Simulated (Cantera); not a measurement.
A closed system holds: 1 mol PbO, 0.013 mol O₂, 75 mol N₂, held at 7.50 Torr.

These are equilibrium values from Cantera (NASA tables, ideal gas, pure condensed phases), not measurements of a reactor. Candidate condensed phases: Pb, PbO, PbO₂, Pb₃O₄; 12 gas species. Gases not in the tables: (PbO)n polymers. Rates play no part.

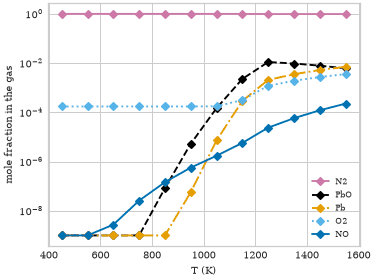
Figure. Equilibrium gas composition (values under 1e-9 drawn at 1e-9)

From 450 K to 750 K the condensed part is PbO(red). From 850 K to 1150 K the condensed part is PbO(yellow). From 1250 K to 1550 K nothing is condensed.
